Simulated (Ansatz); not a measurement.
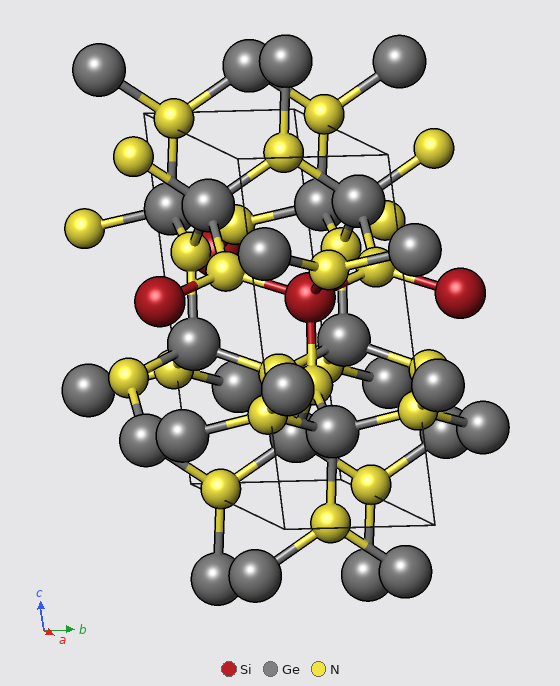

An orthographic ball-and-stick view of the structure, slightly off an axis. The frame is the conventional unit cell; atoms at its boundary are shown with their periodic copies. The bonded neighbours beyond the faces are included.

SiGe₅N₈, space group Pm (No. 6), a = 7.962 Å, b = 3.050 Å, c = 7.973 Å, α = 90.00°, β = 119.89°, γ = 90.00°. It goes back to a structure type filled with these elements by a generator (whether the compound takes this form wasn't checked). Earlier steps of the study may have refined or changed the cell and positions. Ansatz was used for an electronic-structure calculation on it.

This one geometry was computed with Ansatz (DFT, plane waves, PAW) at five levels of theory: r2SCAN, PBE0, PBE, PBE with spin-orbit coupling and HSE06. It was relaxed beforehand with r2SCAN.

### Which level gives the highest pressure at this volume, and what does that say about its equilibrium volume?

Highest: PBE (6.3 GPa) and PBE with spin-orbit coupling (6.3 GPa), which points to the largest equilibrium volume. Lowest, with the smallest volume: PBE0 (-0.8 GPa) and HSE06 (-0.6 GPa). Levels within 0.5 GPa of each other can't be told apart.

### How does the band gap change with the level of theory?

PBE: a gap of 2.58 eV, direct; PBE with spin-orbit coupling: a gap of 2.58 eV, direct; r2SCAN: a gap of 3.07 eV, direct; HSE06: a gap of 4.10 eV, direct; PBE0: a gap of 4.84 eV, direct.

### Collect the results in a table.

| level | cutoff (eV) | k-mesh of the run's cell | gap (eV) | pressure (GPa) |
| --- | --- | --- | --- | --- |
| r2SCAN | 500 | 4×8×4 | 3.07 | 0.0 |
| PBE0 | 420 | 2×6×2 | 4.84 | -0.8 |
| PBE | 420 | 4×8×4 | 2.58 | 6.3 |
| PBE with spin-orbit coupling | 420 | 4×8×4 | 2.58 | 6.3 |
| HSE06 | 420 | 2×6×2 | 4.10 | -0.6 |

Gaps are taken on the k-mesh or band path of each run.
